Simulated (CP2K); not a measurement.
**[BF4]− (tetrafluoroborate) at PBE/DZVP-MOLOPT-SR-GTH (core potential)**

Aim: the energy change on altering one bond length of [BF4]− (tetrafluoroborate) at PBE/DZVP-MOLOPT-SR-GTH (core potential), from 2 runs. 

The results are computed with CP2K 2026.2.

### Step 1. The structure to begin with

The species is [BF4]− (5 atoms), meant as a singlet with charge -1. SMILES: `F[B-](F)(F)F`. Geometry: relaxed at PBE0-D4/def2-TZVPD.

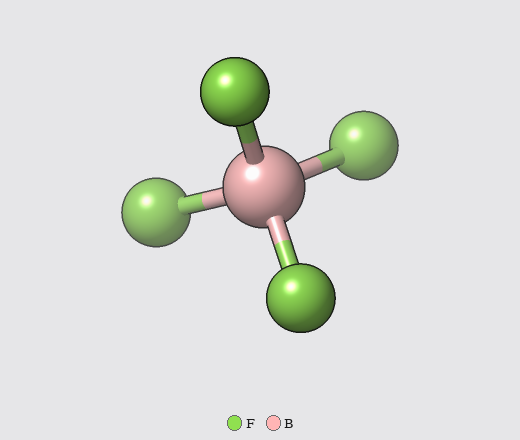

Viewed from a chosen angle; fluorine green, boron pink.

### Step 2. The energy at PBE/DZVP-MOLOPT-SR-GTH (core potential)

Input file molecule.inp:

```
&GLOBAL
  PROJECT_NAME molecule
  RUN_TYPE ENERGY
  PRINT_LEVEL MEDIUM
&END GLOBAL
&FORCE_EVAL
  METHOD QUICKSTEP
  &DFT
    BASIS_SET_FILE_NAME BASIS_MOLOPT
    POTENTIAL_FILE_NAME GTH_POTENTIALS
    CHARGE -1
    &QS
      METHOD GPW
      EPS_DEFAULT 1.0E-10
    &END QS
    &MGRID
      CUTOFF 400
      REL_CUTOFF 50
      NGRIDS 4
    &END MGRID
    &POISSON
      PERIODIC NONE
      POISSON_SOLVER WAVELET
    &END POISSON
    &SCF
      SCF_GUESS ATOMIC
      EPS_SCF 1.0E-06
      MAX_SCF 150
      ADDED_MOS 5
      &DIAGONALIZATION
        ALGORITHM STANDARD
      &END DIAGONALIZATION
      &MIXING
        METHOD PULAY_MIXING
        ALPHA 0.3
        NBUFFER 8
      &END MIXING
    &END SCF
    &XC
      &XC_FUNCTIONAL PBE
      &END XC_FUNCTIONAL
    &END XC
    &PRINT
      &MOMENTS
        PERIODIC F
        REFERENCE COM
        MAX_MOMENT 1
      &END MOMENTS
      &MO ON
        ENERGIES T
        OCCUPATION_NUMBERS T
        NDIGITS 6
        &EACH
          QS_SCF 0
        &END EACH
        ADD_LAST NUMERIC
      &END MO
      &HIRSHFELD OFF
      &END HIRSHFELD
    &END PRINT
  &END DFT
  &SUBSYS
    &CELL
      ABC 12.2 12.2 12.2
      PERIODIC NONE
    &END CELL
    &COORD
      UNIT bohr
      F     -0.1079034    -0.0759670     2.6531755
      B      0.0000000     0.0000000     0.0001890
      F      1.7931611    -1.7593350    -0.8639828
      F     -2.3857792    -0.6030116    -1.0009879
      F      0.7005215     2.4383136    -0.7883937
    &END COORD
    &TOPOLOGY
      &CENTER_COORDINATES
      &END CENTER_COORDINATES
    &END TOPOLOGY
    &KIND F
      BASIS_SET DZVP-MOLOPT-SR-GTH-q7
      POTENTIAL GTH-PBE-q7
    &END KIND
    &KIND B
      BASIS_SET DZVP-MOLOPT-SR-GTH-q3
      POTENTIAL GTH-PBE-q3
    &END KIND
  &END SUBSYS
&END FORCE_EVAL
```

Command:

```
$ OMP_NUM_THREADS=1 cp2k.psmp -i molecule.inp -o molecule.out
```

The log of the run, cut to the lines that bear on the results:

```text
CP2K| version string:                                       CP2K version 2026.2
[...]
 GLOBAL| Method name                                                        CP2K
[...]
 GLOBAL| Run type                                                         ENERGY
[...]
 DFT| Spin restricted Kohn-Sham (RKS) calculation                            RKS
 DFT| Multiplicity                                                             1
[...]
 DFT| Charge                                                                  -1
[...]
 FUNCTIONAL| PBE:
 QS| Method:                                                                 GPW
[...]
 QS| Density cutoff [a.u.]:                                                200.0
[...]
 QS| Relative density cutoff [a.u.]:                                        25.0
[...]
                             - Atoms:                                          5
[...]
                             - Spherical basis functions:                     65
[...]
 Number of electrons:                                                         32
[...]
     1 NoMix/Diag. 0.30E+00    2.7     1.77761345      -100.3540792226 -1.00E+02
[...]
    14 Pulay/Diag. 0.30E+00    2.6     0.00000072      -100.0930366566  5.66E-06
  *** SCF run converged in    14 steps ***
[...]
  Overlap energy of the core charge distribution:               0.00000053328926
  Self energy of the core charge distribution:               -263.30916987314640
  Core Hamiltonian energy:                                     74.99576617303390
  Hartree energy:                                             108.33218512908932
  Exchange-correlation energy:                                -20.11181861890244
  Total energy:                                              -100.09303665663636
[...]
                     Mulliken Population Analysis
 #  Atom  Element  Kind  Atomic population                           Net charge
       1     F        1          7.351136                             -0.351136
       2     B        2          2.595105                              0.404895
       3     F        1          7.351312                             -0.351312
       4     F        1          7.351241                             -0.351241
       5     F        1          7.351206                             -0.351206
 # Total charge                             32.000000                 -1.000000
[...]
  Dipole moment [Debye]
    X=  0.2378101E-03 Y= -0.5011468E-04 Z=  0.6541155E-03  Total=      0.0006978
 ENERGY| Total FORCE_EVAL ( QS ) energy [hartree]           -100.093036656636357
[...]
```

Wall time 36 s (1 thread of Arm Neoverse V2, shared host); peak memory 2.1 GiB.

### Step 3. The distorted shape at the same level

Input file job.inp:

```
&GLOBAL
  PROJECT job
  RUN_TYPE ENERGY
  PRINT_LEVEL MEDIUM
&END GLOBAL

&FORCE_EVAL
  METHOD QS
  &DFT
    BASIS_SET_FILE_NAME BASIS_MOLOPT
    POTENTIAL_FILE_NAME GTH_POTENTIALS
    CHARGE -1
    &QS
      METHOD GPW
      EPS_DEFAULT 1.0E-10
    &END QS
    &MGRID
      CUTOFF 400
      REL_CUTOFF 50
      NGRIDS 4
    &END MGRID
    &POISSON
      PERIODIC NONE
      POISSON_SOLVER WAVELET
    &END POISSON
    ! SCF settings
    &SCF
      SCF_GUESS ATOMIC
      EPS_SCF 1.0E-06
      MAX_SCF 100
      ADDED_MOS 10
      &DIAGONALIZATION
        ALGORITHM STANDARD
      &END DIAGONALIZATION
      &MIXING
        METHOD PULAY_MIXING
        ALPHA 0.4
        NBUFFER 8
      &END MIXING
    &END SCF
    &XC
      &XC_FUNCTIONAL PBE
      &END XC_FUNCTIONAL
    &END XC
    ! extra output
    &PRINT
      &MOMENTS
        PERIODIC F
        REFERENCE COM
        MAX_MOMENT 1
      &END MOMENTS
      &MO ON
        ENERGIES T
        OCCUPATION_NUMBERS T
        NDIGITS 6
        &EACH
          QS_SCF 0
        &END EACH
        ADD_LAST NUMERIC
      &END MO
      &HIRSHFELD OFF
      &END HIRSHFELD
    &END PRINT
  &END DFT
  &SUBSYS
    &CELL
      ABC 12.6 12.6 12.6
      PERIODIC NONE
    &END CELL
    &COORD
      F     -0.085652    -0.060301     2.105996
      B      0.000000     0.000000     0.000100
      F      0.948900    -0.931000    -0.457200
      F     -1.262500    -0.319100    -0.529700
      F      0.370700     1.290300    -0.417200
    &END COORD
    &TOPOLOGY
      &CENTER_COORDINATES
      &END CENTER_COORDINATES
    &END TOPOLOGY
    &KIND F
      BASIS_SET DZVP-MOLOPT-SR-GTH-q7
      POTENTIAL GTH-PBE-q7
    &END KIND
    &KIND B
      BASIS_SET DZVP-MOLOPT-SR-GTH-q3
      POTENTIAL GTH-PBE-q3
    &END KIND
  &END SUBSYS
&END FORCE_EVAL
```

Command:

```
$ OMP_NUM_THREADS=1 cp2k.psmp -i job.inp > job.out 2>&1
```

The log of the run, cut to the lines that bear on the results:

```text
CP2K| version string:                                       CP2K version 2026.2
[...]
 GLOBAL| Method name                                                        CP2K
[...]
 GLOBAL| Run type                                                         ENERGY
[...]
 DFT| Spin restricted Kohn-Sham (RKS) calculation                            RKS
 DFT| Multiplicity                                                             1
[...]
 DFT| Charge                                                                  -1
[...]
 FUNCTIONAL| PBE:
 QS| Method:                                                                 GPW
[...]
 QS| Density cutoff [a.u.]:                                                200.0
[...]
 QS| Relative density cutoff [a.u.]:                                        25.0
[...]
                             - Atoms:                                          5
[...]
                             - Spherical basis functions:                     65
[...]
 Number of electrons:                                                         32
[...]
     1 NoMix/Diag. 0.40E+00    3.2     1.74252503      -100.1583500375 -1.00E+02
[...]
    17 Pulay/Diag. 0.40E+00    2.9     0.00000054      -100.0256010382 -1.81E-05
  *** SCF run converged in    17 steps ***
[...]
  Overlap energy of the core charge distribution:               0.00000039947882
  Self energy of the core charge distribution:               -263.30916987314640
  Core Hamiltonian energy:                                     74.40085016833740
  Hartree energy:                                             108.82762438352731
  Exchange-correlation energy:                                -19.94490611640449
  Total energy:                                              -100.02560103820736
[...]
                     Mulliken Population Analysis
 #  Atom  Element  Kind  Atomic population                           Net charge
       1     F        1          7.632199                             -0.632199
       2     B        2          2.461988                              0.538012
       3     F        1          7.301971                             -0.301971
       4     F        1          7.301986                             -0.301986
       5     F        1          7.301856                             -0.301856
 # Total charge                             32.000000                 -1.000000
[...]
 ENERGY| Total FORCE_EVAL ( QS ) energy [hartree]           -100.025601038207355
[...]
```

It took 53 s on 1 thread of Arm Neoverse V2, shared host; peak memory 2.5 GiB.

### Step 4. Results

At PBE/DZVP-MOLOPT-SR-GTH (core potential):

```
                                                              quantity          value
                                             first shape: total energy  -100.09304 Eh
                                              first shape: HOMO energy       -2.36 eV
                                              first shape: LUMO energy        9.72 eV
    first shape: HOMO–LUMO gap (to an unbound level, set by the basis)       12.07 eV
                                         distorted shape: total energy  -100.02560 Eh
                                          distorted shape: HOMO energy       -1.03 eV
                                          distorted shape: LUMO energy        4.73 eV
distorted shape: HOMO–LUMO gap (to an unbound level, set by the basis)        5.75 eV
     energy change with the F1–B2 bond stretched from 1.406 to 2.108 Å       1.835 eV
```

With the F1–B2 bond stretched from 1.406 to 2.108 Å the energy rises by 1.84 eV (42 kcal/mol). The first shape isn't relaxed at this level, so the change isn't measured from a minimum.
